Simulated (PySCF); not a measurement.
**C2H6B− (SMILES [BH3-]C=C): SOGGA11/def2-SVP**

Aim: the electrostatic solvation energy at fixed shape (ddPCM, methanol) of C2H6B− at SOGGA11/def2-SVP, from 2 runs. 

Program for the calculation: PySCF 2.14.0.

2 further runs of the same task are left out: 2 set aside as unsound or not needed.

### Step 1. The molecule

C2H6B−: 9 atoms, total charge -1, spin state singlet. SMILES: `[BH3-]C=C`. The coordinates come from a GFN2-xTB relaxation.

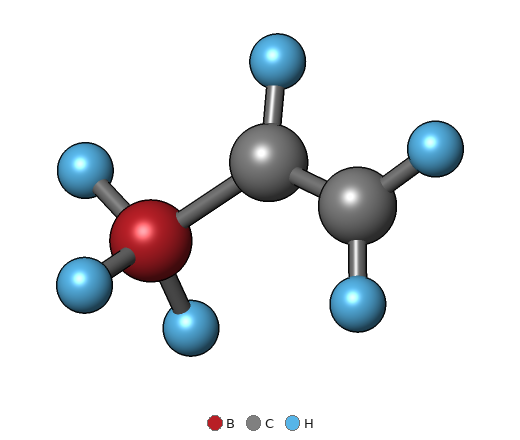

The structure, seen from a chosen angle (boron red, carbon grey, hydrogen blue).

### Step 2. A single-point energy at SOGGA11/def2-SVP

File calc.py:

```python
# [BH3-]C=C
from pyscf import gto, dft

mol = gto.Mole()
mol.atom = '''
B   -0.629450   0.770260  -0.695580
C    0.561290  -0.121590  -0.051130
C    0.475920  -0.957440   0.973350
H   -1.515350   0.037540  -1.123250
H   -0.196360   1.453510  -1.621580
H   -1.107230   1.511780   0.156690
H    1.558120  -0.038670  -0.502980
H   -0.460650  -1.116340   1.494340
H    1.313720  -1.539040   1.370140
'''
mol.verbose = 4
mol.charge = -1
mol.max_memory = 1860
mol.basis = 'def2-svp'
mol.build()

calc0 = dft.RKS(mol, xc='sogga11')
calc0.kernel()

etot = calc0.e_tot
print('E(%s) = %.9f' % ('SOGGA11', etot))
calc0.analyze()
```

Run with:

```
OMP_NUM_THREADS=1 python calc.py
```

Standard output:

```text
PySCF version 2.14.0

[INPUT] num. atoms = 9
[INPUT] num. electrons = 24
[INPUT] charge = -1
[INPUT] spin (= nelec alpha-beta = 2S) = 0
[INPUT] symmetry False subgroup None
[INPUT] Mole.unit = angstrom
[INPUT] Symbol           X                Y                Z      unit          X                Y                Z       unit  Magmom
[INPUT]  1 B     -0.629450000000   0.770260000000  -0.695580000000 AA   -1.189488109107   1.455580444707  -1.314455697725 Bohr   0.0
[INPUT]  2 C      0.561290000000  -0.121590000000  -0.051130000000 AA    1.060684376457  -0.229771799486  -0.096621696749 Bohr   0.0
[INPUT]  3 C      0.475920000000  -0.957440000000   0.973350000000 AA    0.899358457203  -1.809299380704   1.839364923345 Bohr   0.0
[INPUT]  4 H     -1.515350000000   0.037540000000  -1.123250000000 AA   -2.863596482860   0.070940318716  -2.122634869418 Bohr   0.0
[INPUT]  5 H     -0.196360000000   1.453510000000  -1.621580000000 AA   -0.371066621820   2.746735819317  -3.064342089072 Bohr   0.0
[INPUT]  6 H     -1.107230000000   1.511780000000   0.156690000000 AA   -2.092361456902   2.856850160595   0.296101186458 Bohr   0.0
[INPUT]  7 H      1.558120000000  -0.038670000000  -0.502980000000 AA    2.944420069207  -0.073075709237  -0.950494446134 Bohr   0.0
[INPUT]  8 H     -0.460650000000  -1.116340000000   1.494340000000 AA   -0.870502339281  -2.109576861897   2.823893336983 Bohr   0.0
[INPUT]  9 H      1.313720000000  -1.539040000000   1.370140000000 AA    2.482571004364  -2.908364094751   2.589189352312 Bohr   0.0

nuclear repulsion = 62.5739114538798
number of shells = 36
number of NR pGTOs = 114
number of NR cGTOs = 72
basis = def2-svp
ecp = {}

[... 62 lines left out ...]
Nuclear Repulsion Energy =              62.573911453879845
[... 3 lines left out ...]
DFT Exchange-Correlation Energy =      -17.332319057748411
[... 5 lines left out ...]
MO #4   energy= -0.467007726323225 occ= 2
[... 3 lines left out ...]
MO #8   energy= -0.134901361824344 occ= 2
[... 3 lines left out ...]
MO #12  energy= -0.00349291673470775 occ= 2
[... 3 lines left out ...]
MO #16  energy= 0.255840479770352  occ= 0
[... 3 lines left out ...]
MO #20  energy= 0.373845597374882  occ= 0
[... 3 lines left out ...]
MO #24  energy= 0.53810626136524   occ= 0
[... 3 lines left out ...]
MO #28  energy= 0.679904200838858  occ= 0
[... 3 lines left out ...]
MO #32  energy= 0.797867503506323  occ= 0
[... 3 lines left out ...]
MO #36  energy= 0.900802374400594  occ= 0
[... 3 lines left out ...]
MO #40  energy= 1.1824346334155    occ= 0
[... 3 lines left out ...]
MO #44  energy= 1.5771793566646    occ= 0
[... 3 lines left out ...]
MO #48  energy= 1.64294230097789   occ= 0
[... 3 lines left out ...]
MO #52  energy= 1.84457276028348   occ= 0
[... 3 lines left out ...]
MO #56  energy= 2.0470646301807    occ= 0
[... 3 lines left out ...]
MO #60  energy= 2.26347850430435   occ= 0
[... 3 lines left out ...]
MO #64  energy= 2.56880209725535   occ= 0
[... 3 lines left out ...]
MO #68  energy= 2.73557398227883   occ= 0
[... 3 lines left out ...]
MO #72  energy= 3.37509240904409   occ= 0
[... 49 lines left out ...]
pop of  4 H 1s            1.07194
pop of  4 H 2s            0.00165
pop of  4 H 2px           0.00008
pop of  4 H 2py           0.00017
pop of  4 H 2pz           0.00028
pop of  5 H 1s            1.05226
pop of  5 H 2s            0.00167
pop of  5 H 2px           0.00011
pop of  5 H 2py           0.00020
pop of  5 H 2pz           0.00027
pop of  6 H 1s            0.93894
pop of  6 H 2s            0.00630
pop of  6 H 2px           0.00079
pop of  6 H 2py           0.00025
pop of  6 H 2pz           0.00038
pop of  7 H 1s            0.92719
pop of  7 H 2s            0.00700
pop of  7 H 2px           0.00093
pop of  7 H 2py           0.00024
pop of  7 H 2pz           0.00031
pop of  8 H 1s            0.95004
pop of  8 H 2s            0.00582
pop of  8 H 2px           0.00065
pop of  8 H 2py           0.00055
pop of  8 H 2pz           0.00034
 ** Mulliken atomic charges  **
charge of    0B =     -0.54983
charge of    1C =     -0.11464
charge of    2C =     -0.31333
charge of    3H =     -0.05385
charge of    4H =     -0.07413
charge of    5H =     -0.05451
charge of    6H =      0.05334
charge of    7H =      0.06434
charge of    8H =      0.04261

WARN: System has nonzero charge -1; the dipole moment is origin-dependent.
Location of origin: [0. 0. 0.]

Dipole moment(X, Y, Z, Debye):  2.19981, -2.30211,  1.96044
```

It took 6 s on 1 thread of Arm Neoverse V1, shared host; peak memory 0.34 GiB.

### Step 3. The energy at SOGGA11/def2-SVP (ddPCM methanol)

File job.py:

```python
# [BH3-]C=C
from pyscf import gto, dft, solvent

system = gto.Mole()
system.atom = '''
B   -0.629450   0.770260  -0.695580
C    0.561290  -0.121590  -0.051130
C    0.475920  -0.957440   0.973350
H   -1.515350   0.037540  -1.123250
H   -0.196360   1.453510  -1.621580
H   -1.107230   1.511780   0.156690
H    1.558120  -0.038670  -0.502980
H   -0.460650  -1.116340   1.494340
H    1.313720  -1.539040   1.370140
'''
system.basis = 'def2-svp'
system.max_memory = 1860
system.verbose = 4
system.charge = -1
system.build()

mf = dft.RKS(system, xc='sogga11')
mf = solvent.ddPCM(mf)
mf.with_solvent.eps = 32.613  # methanol
mf.kernel()

e_tot = mf.e_tot
print('E(%s) = %.9f' % ('SOGGA11', e_tot))
dip = mf.dip_moment()
pop, q = mf.mulliken_pop()
```

Run with:

```
OMP_NUM_THREADS=1 python job.py
```

Standard output:

```text
PySCF version 2.14.0

[INPUT] num. atoms = 9
[INPUT] num. electrons = 24
[INPUT] charge = -1
[INPUT] spin (= nelec alpha-beta = 2S) = 0
[INPUT] symmetry False subgroup None
[INPUT] Mole.unit = angstrom
[INPUT] Symbol           X                Y                Z      unit          X                Y                Z       unit  Magmom
[INPUT]  1 B     -0.629450000000   0.770260000000  -0.695580000000 AA   -1.189488109107   1.455580444707  -1.314455697725 Bohr   0.0
[INPUT]  2 C      0.561290000000  -0.121590000000  -0.051130000000 AA    1.060684376457  -0.229771799486  -0.096621696749 Bohr   0.0
[INPUT]  3 C      0.475920000000  -0.957440000000   0.973350000000 AA    0.899358457203  -1.809299380704   1.839364923345 Bohr   0.0
[INPUT]  4 H     -1.515350000000   0.037540000000  -1.123250000000 AA   -2.863596482860   0.070940318716  -2.122634869418 Bohr   0.0
[INPUT]  5 H     -0.196360000000   1.453510000000  -1.621580000000 AA   -0.371066621820   2.746735819317  -3.064342089072 Bohr   0.0
[INPUT]  6 H     -1.107230000000   1.511780000000   0.156690000000 AA   -2.092361456902   2.856850160595   0.296101186458 Bohr   0.0
[INPUT]  7 H      1.558120000000  -0.038670000000  -0.502980000000 AA    2.944420069207  -0.073075709237  -0.950494446134 Bohr   0.0
[INPUT]  8 H     -0.460650000000  -1.116340000000   1.494340000000 AA   -0.870502339281  -2.109576861897   2.823893336983 Bohr   0.0
[INPUT]  9 H      1.313720000000  -1.539040000000   1.370140000000 AA    2.482571004364  -2.908364094751   2.589189352312 Bohr   0.0

nuclear repulsion = 62.5739114538798
number of shells = 36
number of NR pGTOs = 114
number of NR cGTOs = 72
basis = def2-svp
ecp = {}

[... 31 lines left out ...]
WARN: ddPCM is an experimental feature. It is still in testing.
[... 21 lines left out ...]
Solvent Energy = -0.000105207414053876
[... 3 lines left out ...]
Solvent Energy = -0.0938268223247495
[... 3 lines left out ...]
Solvent Energy = -0.0749825727190208
[... 3 lines left out ...]
Solvent Energy = -0.0848649488296229
[... 3 lines left out ...]
Solvent Energy = -0.0826064526362045
[... 3 lines left out ...]
Solvent Energy = -0.0829803544206362
[... 3 lines left out ...]
Solvent Energy = -0.0825456958060763
[... 3 lines left out ...]
Solvent Energy = -0.0825388115385927
[... 3 lines left out ...]
Solvent Energy = -0.082468623956176
[... 3 lines left out ...]
Solvent Energy = -0.0824289217576794
[... 3 lines left out ...]
Solvent Energy = -0.082428140206172
[... 3 lines left out ...]
Solvent Energy = -0.0824279224793824
[... 3 lines left out ...]
Solvent Energy = -0.0824274163266604
[... 3 lines left out ...]
Solvent Energy = -0.0824275344425726
[... 3 lines left out ...]
Solvent Energy = -0.0824274575936205
[... 3 lines left out ...]
Solvent Energy = -0.0824274652906446
[... 3 lines left out ...]
Solvent Energy = -0.0824274573801762
[... 1 line left out ...]
converged SCF energy = -104.673057450269
[... 2 lines left out ...]
WARN: System has nonzero charge -1; the dipole moment is origin-dependent.
[... 2 lines left out ...]
Dipole moment(X, Y, Z, Debye):  2.77321, -2.92891,  2.49936
[... 43 lines left out ...]
pop of  3 H 1s            0.71686
pop of  3 H 2s            0.38016
pop of  3 H 2px           0.00382
pop of  3 H 2py           0.00352
pop of  3 H 2pz           0.00304
pop of  4 H 1s            0.72099
pop of  4 H 2s            0.37461
pop of  4 H 2px           0.00245
pop of  4 H 2py           0.00325
pop of  4 H 2pz           0.00407
pop of  5 H 1s            0.71721
pop of  5 H 2s            0.38061
pop of  5 H 2px           0.00276
pop of  5 H 2py           0.00367
pop of  5 H 2pz           0.00394
pop of  6 H 1s            0.75256
pop of  6 H 2s            0.28304
pop of  6 H 2px           0.01285
pop of  6 H 2py           0.00584
pop of  6 H 2pz           0.00725
pop of  7 H 1s            0.74623
pop of  7 H 2s            0.27418
pop of  7 H 2px           0.01205
pop of  7 H 2py           0.00548
pop of  7 H 2pz           0.00735
pop of  8 H 1s            0.74222
pop of  8 H 2s            0.26484
pop of  8 H 2px           0.01050
pop of  8 H 2py           0.00802
pop of  8 H 2pz           0.00630
 ** Mulliken atomic charges  **
charge of    0B =     -0.49402
charge of    1C =      0.04728
charge of    2C =     -0.09360
charge of    3H =     -0.10740
charge of    4H =     -0.10536
charge of    5H =     -0.10818
charge of    6H =     -0.06154
charge of    7H =     -0.04529
charge of    8H =     -0.03189
```

Wall time 15 s (1 thread of Arm Neoverse V1, shared host); peak memory 0.37 GiB.

### Step 4. Outcome

Level: SOGGA11/def2-SVP.

| quantity | value |
| --- | --- |
| gas phase: total energy | -104.59248 Eh |
| gas phase: HOMO energy | -0.10 eV |
| gas phase: LUMO energy | 4.85 eV |
| gas phase: HOMO–LUMO gap (to an unbound level, set by the basis) | 4.95 eV |
| ddPCM, methanol: total energy | -104.67306 Eh |
| ddPCM, methanol: HOMO energy | -4.51 eV |
| ddPCM, methanol: LUMO energy | 0.61 eV |
| ddPCM, methanol: HOMO–LUMO gap (to an unbound level, set by the basis) | 5.12 eV |
| ddPCM, methanol: solvent term in the energy | -216.4 kJ/mol |
| energy change from gas to solvent at fixed shape | -2.193 eV |

In words: The solvent model (ddPCM, methanol) lowers the energy by 2.19 eV (−51 kcal/mol) at the same shape. It holds the electrostatic part alone, without cavity or dispersion terms. Mulliken charges (ddPCM, methanol) run from -0.49 on B1 to +0.05 on C2; they depend strongly on the basis.
